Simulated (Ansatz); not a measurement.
# N2H3 (quartet): correlated methods under varied settings at distance N1–H4 along a hydrogen transfer = 1.055 Å

Aim: run N2H3 (quartet) at one geometry under a spread of methods and options, and see what each costs and gives.

The runs use Ansatz 0.2.0, Gaussian basis; the settings change from run to run.

7 further runs of the same task are left out: 6 that didn't finish, 1 set aside as unsound or not needed.

### 1 The system

The geometry derives from fragments relaxed apart (PBE0/def2-TZVP) and kept rigid, so it is no stationary point. A hydrogen atom is moved between rigid fragments.

5 atoms, charge 0, spin multiplicity 4.

Atoms are counted from 1 here; the program's logs count them from 0.

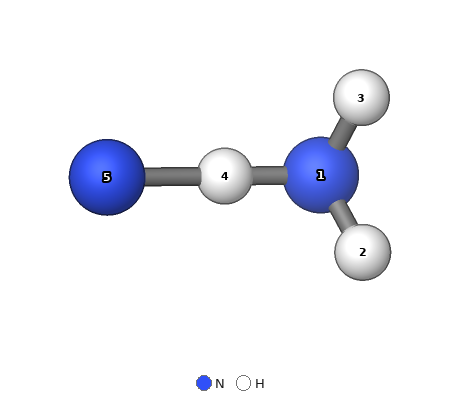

The geometry (nitrogen blue, hydrogen white); atoms are numbered from 1 in the order of the file.

### 2 MP2 on UHF/def2-SVP

The input, in.yaml:

```yaml
crystal:
  periodic: [false, false, false]
  atoms:
    - {symbol: N, position_ang: [-1.074575, -0.018366, -0.028586]}
    - {symbol: H, position_ang: [-1.371855, 0.949467, -0.028586]}
    - {symbol: H, position_ang: [-1.371854, -0.420665, 0.851673]}
    - {symbol: H, position_ang: [-0.019575, -0.018366, -0.028587]}
    - {symbol: N, position_ang: [1.273425, -0.018365, -0.028587]}
basis:
  gaussian: {orbitals: def2-SVP}
magnetization: {spin_polarized: true, initial_magnetization: 3}
correlation: {method: mp2, electrons: outside_noble_gas}
output: {forces: true}
```

Launch:

```console
ansatz run in.yaml --threads 1 --pin off --events-out ev --progress --plain --max-ram 2393MiB
```

The log of the run:

```text
Functional definition: HF
  name "HF"
  cite "Fock, Z. Phys. 61, 126 (1930) doi:10.1007/BF01340294"
  parent pbe
  exchange = exact_x
  correlation = 0
441 factors; integrals over basis functions are off by at most 1.4e-3 eV
mean field evaluation 1: about -3002.6114 eV, gradient 2.0e1 eV
mean field evaluation 2: about -3002.6467 eV, gradient 2.1e1 eV
mean field evaluation 4: about -3004.7769 eV, gradient 2.6e0 eV
mean field evaluation 8: about -3004.8670 eV, gradient 1.7e-1 eV
mean field -3004.86788082 eV, -110.4268578477 hartree, gradient 6.7e-6 eV, S^2 3.766973; 0 other end points of the search recorded, 0 dependent functions left out
2 core orbitals not correlated: weight in the atoms' cores, before any rotation towards them, 1.000 or more for the frozen orbitals, at most 0.000 for the correlated occupied ones
reference -3004.86788082 eV, -110.4268578477 hartree; 8, 5 occupied and 33, 36 virtual orbitals, 441 factors
second order -7.33402658 eV of doubles, -0.00000000 eV of singles
the calculation of the forces begins
mean field evaluation 16: about -3004.7947 eV, gradient 6.1e-1 eV
Total energy: -3012.20190741 eV, -110.6963783534 hartree
Atom 0 at    -1.074575    -0.018366    -0.028586 Å, force    -0.836160    -0.337243    -0.524922 eV/Å
Atom 1 at    -1.371855     0.949467    -0.028586 Å, force    -0.036177     0.318762     0.109727 eV/Å
Atom 2 at    -1.371854    -0.420665     0.851673 Å, force    -0.036177    -0.032702     0.335529 eV/Å
Atom 3 at    -0.019575    -0.018366    -0.028587 Å, force    -2.826000     0.042996     0.066927 eV/Å
Atom 4 at     1.273425    -0.018365    -0.028587 Å, force     3.734514     0.008187     0.012740 eV/Å
Dipole moment:     0.109611     0.178569     0.277944 e Å
```

Wall time 0.44 s (1 thread of Arm Neoverse V2, shared host).

From the report: ⟨S²⟩ of the determinant 3.767 (pure quartet: 3.75).

### 3 MP2 on UHF/6-31G*

Edit in.yaml of step 2 so:

```diff
@@ -9,5 +9,5 @@
 basis:
-  gaussian: {orbitals: def2-SVP}
+  gaussian: {orbitals: "6-31G*"}
 magnetization: {spin_polarized: true, initial_magnetization: 3}
 correlation: {method: mp2, electrons: outside_noble_gas}
-output: {forces: true}
+scf: {lower_state_search: light}
```

The command is unchanged.

The log of the run:

```text
Functional definition: HF
  name "HF"
  cite "Fock, Z. Phys. 61, 126 (1930) doi:10.1007/BF01340294"
  parent pbe
  exchange = exact_x
  correlation = 0
368 factors; integrals over basis functions are off by at most 8.8e-4 eV
mean field evaluation 1: about -3005.0464 eV, gradient 2.0e1 eV
mean field evaluation 2: about -3005.0636 eV, gradient 2.0e1 eV
mean field evaluation 4: about -3007.0226 eV, gradient 2.7e0 eV
mean field evaluation 8: about -3007.1121 eV, gradient 1.9e-1 eV
mean field -3007.11315919 eV, -110.5093703058 hartree, gradient 1.9e-6 eV, S^2 3.766092; 0 other end points of the search recorded, 0 dependent functions left out
2 core orbitals not correlated: weight in the atoms' cores, before any rotation towards them, 1.000 or more for the frozen orbitals, at most 0.000 for the correlated occupied ones
reference -3007.11315919 eV, -110.5093703058 hartree; 8, 5 occupied and 26, 29 virtual orbitals, 368 factors
second order -6.87463549 eV of doubles, -0.00000000 eV of singles
Total energy: -3013.98779468 eV, -110.7620085001 hartree
```

Run time: 0.2 s. Hardware: 1 thread of Arm Neoverse V2, shared host.

From the report: ⟨S²⟩ of the determinant 3.766 (pure quartet: 3.75).

### 4 CASSCF(5,6)/cc-pVDZ

Edit in.yaml of step 3 so:

```diff
@@ -9,5 +9,5 @@
 basis:
-  gaussian: {orbitals: "6-31G*"}
-magnetization: {spin_polarized: true, initial_magnetization: 3}
-correlation: {method: mp2, electrons: outside_noble_gas}
-scf: {lower_state_search: light}
+  gaussian: {orbitals: cc-pVDZ}
+magnetization: {spin_polarized: false, initial_magnetization: 3}
+correlation: {active_space: {window: {electrons: 5, orbitals: 6}, states: [{multiplicity: 4, weights: [1, 0.5]}]}}
+output: {forces: true}
```

Launched as before.

The log of the run, shortened:

```text
Functional definition: HF
  name "HF"
  cite "Fock, Z. Phys. 61, 126 (1930) doi:10.1007/BF01340294"
  parent pbe
[...]
803 factors; integrals over basis functions are off by at most 1.3e-7 eV
[...]
mean field -3007.46200021 eV, -110.5221899769 hartree, gradient 1.9e-6 eV, S^2 3.750000; 0 other end points of the search recorded, 0 dependent functions left out
reference -3007.46200021 eV, -110.5221899769 hartree; 10, 7 occupied and 33, 36 virtual orbitals, 803 factors
state -3007.69819396 eV, -110.5308699369 hartree
state -3003.48793302 eV, -110.3761457011 hartree
[...]
Total energy: -3006.29477364 eV, -110.4792951916 hartree
Atom 0 at    -1.074575    -0.018366    -0.028586 Å, force    -2.716610     0.710828     1.106414 eV/Å
Atom 1 at    -1.371855     0.949467    -0.028586 Å, force    -0.234658    -0.224438    -0.348661 eV/Å
Atom 2 at    -1.371854    -0.420665     0.851673 Å, force    -0.234658    -0.223821    -0.349058 eV/Å
Atom 3 at    -0.019575    -0.018366    -0.028587 Å, force    -0.461568    -0.271114    -0.421992 eV/Å
Atom 4 at     1.273425    -0.018365    -0.028587 Å, force     3.647494     0.008545     0.013297 eV/Å
Dipole moment:    -0.384636     0.158888     0.247311 e Å
```

Run time: 1.6 s. Hardware: 1 thread of Arm Neoverse V2, shared host.

From the report: 90 determinants; active occupations (of the averaged states) 1.66, 1.31, 1.00, 1.00, 0.03, 0.01.

### 5 NEVPT2(9,6)/cc-pVDZ

Edit in.yaml of step 4 so:

```diff
@@ -11,3 +11,3 @@
 magnetization: {spin_polarized: false, initial_magnetization: 3}
-correlation: {active_space: {window: {electrons: 5, orbitals: 6}, states: [{multiplicity: 4, weights: [1, 0.5]}]}}
+correlation: {method: sc_nevpt2, electrons: outside_noble_gas, active_space: {window: {electrons: 9, orbitals: 6}}}
 output: {forces: true}
```

Launched as before.

The log of the run, shortened:

```text
Functional definition: HF
  name "HF"
  cite "Fock, Z. Phys. 61, 126 (1930) doi:10.1007/BF01340294"
  parent pbe
[...]
402 factors; integrals over basis functions are off by at most 1.2e-3 eV
[...]
mean field -3007.46196373 eV, -110.5221886360 hartree, gradient 1.9e-6 eV, S^2 3.750000; 0 other end points of the search recorded, 0 dependent functions left out
reference -3007.46196373 eV, -110.5221886360 hartree; 10, 7 occupied and 33, 36 virtual orbitals, 402 factors
state -3007.46541128 eV, -110.5223153314 hartree
state -3007.46541128 eV, -110.5223153314 hartree; corrected -3014.52228132 eV, -110.7816505219 hartree
WARN: 2 active orbitals are nearly empty or full. The corrections depend on them more than the energy does, and are more stable in an active space without them
[...]
Total energy: -3014.52228132 eV, -110.7816505219 hartree
Atom 0 at    -1.074575    -0.018366    -0.028586 Å, force    -0.964547    -0.407112    -0.633672 eV/Å
Atom 1 at    -1.371855     0.949467    -0.028586 Å, force    -0.005466     0.374567     0.124104 eV/Å
Atom 2 at    -1.371854    -0.420665     0.851673 Å, force    -0.005466    -0.042822     0.392261 eV/Å
Atom 3 at    -0.019575    -0.018366    -0.028587 Å, force    -2.421768     0.062976     0.098025 eV/Å
Atom 4 at     1.273425    -0.018365    -0.028587 Å, force     3.397247     0.012391     0.019283 eV/Å
Dipole moment:     0.073475     0.171806     0.267417 e Å
```

Wall time 0.82 s (1 thread of Arm Neoverse V2, shared host).

From the report: 12 determinants; active occupations 2.00, 2.00, 2.00, 1.00, 1.00, 1.00. The report marks this result as in doubt.

### 6 BCCD(T) on UHF/cc-pVDZ

Edit in.yaml of step 5 so:

```diff
@@ -10,4 +10,4 @@
   gaussian: {orbitals: cc-pVDZ}
-magnetization: {spin_polarized: false, initial_magnetization: 3}
-correlation: {method: sc_nevpt2, electrons: outside_noble_gas, active_space: {window: {electrons: 9, orbitals: 6}}}
-output: {forces: true}
+magnetization: {spin_polarized: true, initial_magnetization: 3}
+correlation: {method: bccd_t, electrons: outside_noble_gas}
+accuracy: high
```

Same command.

The log of the run, shortened:

```text
Functional definition: HF
  name "HF"
  cite "Fock, Z. Phys. 61, 126 (1930) doi:10.1007/BF01340294"
  parent pbe
[...]
921 factors; integrals over basis functions are off by at most 3.3e-9 eV
[...]
mean field -3007.64110047 eV, -110.5287717899 hartree, gradient 1.3e-8 eV, S^2 3.765613; 0 other end points of the search recorded, 0 dependent functions left out
2 core orbitals not correlated: weight in the atoms' cores, before any rotation towards them, 1.000 or more for the frozen orbitals, at most 0.000 for the correlated occupied ones
reference -3007.64110047 eV, -110.5287717899 hartree; 8, 5 occupied and 33, 36 virtual orbitals, 921 factors
second order -7.35830445 eV of doubles, -0.00000000 eV of singles
cycle   1  -7.97322224 eV  change   -6.1e-1 eV  update   5.5e-2
[...]
cycle  24  -8.21884751 eV  change   7.8e-11 eV  update  7.5e-10
perturbative correction -0.17496237 eV, -0.0064297484 hartree
Total energy: -3016.03491035 eV, -110.8372386134 hartree
```

Wall time 2.9 s (1 thread of Arm Neoverse V2, shared host).

From the report: ⟨S²⟩ of the determinant 3.766 (pure quartet: 3.75); correlation -8.3938 eV; largest double amplitude 0.03.

### 7 BCCD on UHF/cc-pVDZ

Edit in.yaml of step 6 so:

```diff
@@ -11,3 +11,4 @@
 magnetization: {spin_polarized: true, initial_magnetization: 3}
-correlation: {method: bccd_t, electrons: outside_noble_gas}
+correlation: {method: bccd, electrons: outside_noble_gas}
 accuracy: high
+scf: {lower_state_search: full}
```

Same command.

The log of the run, shortened:

```text
Functional definition: HF
  name "HF"
  cite "Fock, Z. Phys. 61, 126 (1930) doi:10.1007/BF01340294"
  parent pbe
[...]
921 factors; integrals over basis functions are off by at most 3.3e-9 eV
[...]
mean field -3007.64110047 eV, -110.5287717899 hartree, gradient 1.3e-8 eV, S^2 3.765613; 2 other end points of the search recorded, 0 dependent functions left out
2 core orbitals not correlated: weight in the atoms' cores, before any rotation towards them, 1.000 or more for the frozen orbitals, at most 0.000 for the correlated occupied ones
reference -3007.64110047 eV, -110.5287717899 hartree; 8, 5 occupied and 33, 36 virtual orbitals, 921 factors
second order -7.35830445 eV of doubles, -0.00000000 eV of singles
cycle   1  -7.97322224 eV  change   -6.1e-1 eV  update   5.5e-2
[...]
cycle  24  -8.21884751 eV  change   7.8e-11 eV  update  7.5e-10
Total energy: -3015.85994798 eV, -110.8308088650 hartree
```

Run time: 2.5 s. Hardware: 1 thread of Arm Neoverse V2, shared host.

From the report: ⟨S²⟩ of the determinant 3.766 (pure quartet: 3.75); correlation -8.2188 eV; largest double amplitude 0.03.

### 8 BCCD(T) on ROHF/6-31G*

Edit in.yaml of step 7 so:

```diff
@@ -9,6 +9,6 @@
 basis:
-  gaussian: {orbitals: cc-pVDZ}
-magnetization: {spin_polarized: true, initial_magnetization: 3}
-correlation: {method: bccd, electrons: outside_noble_gas}
+  gaussian: {orbitals: "6-31G*"}
+magnetization: {spin_polarized: false, initial_magnetization: 3}
+correlation: {method: bccd_t, electrons: outside_noble_gas}
 accuracy: high
-scf: {lower_state_search: full}
+output: {forces: true}
```

The command is unchanged.

The log of the run, shortened:

```text
Functional definition: HF
  name "HF"
  cite "Fock, Z. Phys. 61, 126 (1930) doi:10.1007/BF01340294"
  parent pbe
[...]
710 factors; integrals over basis functions are off by at most 2.6e-9 eV
[...]
mean field -3006.92805970 eV, -110.5025680250 hartree, gradient 4.8e-8 eV, S^2 3.750000; 0 other end points of the search recorded, 0 dependent functions left out
2 core orbitals not correlated: weight in the atoms' cores, before any rotation towards them, 1.000 or more for the frozen orbitals, at most 0.000 for the correlated occupied ones
reference -3006.92805970 eV, -110.5025680250 hartree; 8, 5 occupied and 26, 29 virtual orbitals, 710 factors
second order -6.93391075 eV of doubles, -0.10176692 eV of singles
cycle   1  -7.64025203 eV  change   -6.0e-1 eV  update   5.9e-2
[...]
cycle  24  -7.89095747 eV  change  -1.5e-11 eV  update  7.6e-10
perturbative correction -0.13400295 eV, -0.0049245174 hartree
[...]
Total energy: -3014.95302012 eV, -110.7974798808 hartree
Atom 0 at    -1.074575    -0.018366    -0.028586 Å, force    -1.022189    -0.335453    -0.522135 eV/Å
Atom 1 at    -1.371855     0.949467    -0.028586 Å, force    -0.111480     0.454218     0.071560 eV/Å
Atom 2 at    -1.371854    -0.420665     0.851673 Å, force    -0.111480    -0.123720     0.442864 eV/Å
Atom 3 at    -0.019575    -0.018366    -0.028587 Å, force    -2.591400    -0.018231    -0.028375 eV/Å
Atom 4 at     1.273425    -0.018365    -0.028587 Å, force     3.836550     0.023187     0.036086 eV/Å
Dipole moment:     0.068656     0.195784     0.304739 e Å
```

Wall time 6.5 s (1 thread of Arm Neoverse V2, shared host).

From the report: correlation -8.0250 eV; largest double amplitude 0.04.

### 9 The runs in one table

Where basis and cores are those of an earlier UCCSDT(Q)/cc-pVDZ run (-3016.0645 eV), and the state is the same kind, the miss against it is given. † marks a result that the program doubts.

```
                                       level         correlated  functions  energy (eV)  from UCCSDT(Q) (meV)    time
                         MP2 on UHF/def2-SVP  outside noble gas         43   -3012.2019                        0.44 s
                           MP2 on UHF/6-31G*  outside noble gas         36   -3013.9878                         0.2 s
CASSCF(5,6)/cc-pVDZ (mean of several states)                            43   -3006.2948                         1.6 s
                       NEVPT2(9,6)/cc-pVDZ †  outside noble gas         43   -3014.5223                1542.2  0.82 s
                      BCCD(T) on UHF/cc-pVDZ  outside noble gas         43   -3016.0349                  29.5   2.9 s
                         BCCD on UHF/cc-pVDZ  outside noble gas         43   -3015.8599                 204.5   2.5 s
                      BCCD(T) on ROHF/6-31G*  outside noble gas         36   -3014.9530                         6.5 s
```

### 10 Summary of results

```
quantity                          value
    runs                              7
quickest       MP2 on UHF/6-31G*, 0.2 s
 slowest  BCCD(T) on ROHF/6-31G*, 6.5 s
```

What this shows: Total energies in different bases, with other cores or another treatment of relativity can't be set against each other. BCCD(T) on ROHF/6-31G* took 33 times as long as MP2 on UHF/6-31G*; the jobs differ in more than the method. Among the correlated runs with a miss given, it spans +30 to +1542 meV.
